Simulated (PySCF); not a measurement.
Vertical excitations of a molecule C₃H₁₀FNSi from TDA-LC-ωPBE/def2-SVPD in PySCF 2.14.0, as energy in eV (oscillator strength): 6.92 (0.028), 7.99 (0.009), 8.21 (0.009), 8.37 (0.026), 8.65 (0.038), 8.81 (0.103). Lowest triplet (TDA): 6.46 eV. Coordinates come from a B3LYP-D3(BJ)/def2-SVP optimisation. The values are those of a single conformer.

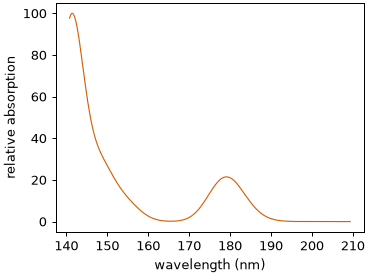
The lines broadened by 0.4 eV.

### Question
Identify the compound among the candidates.
A) CC[Si@](C)(N)F
B) NCCC[SiH2]F
C) C[Si@@H](CN)CF
D) CC(C)(F)[SiH2]N

### Answer
D, CC(C)(F)[SiH2]N
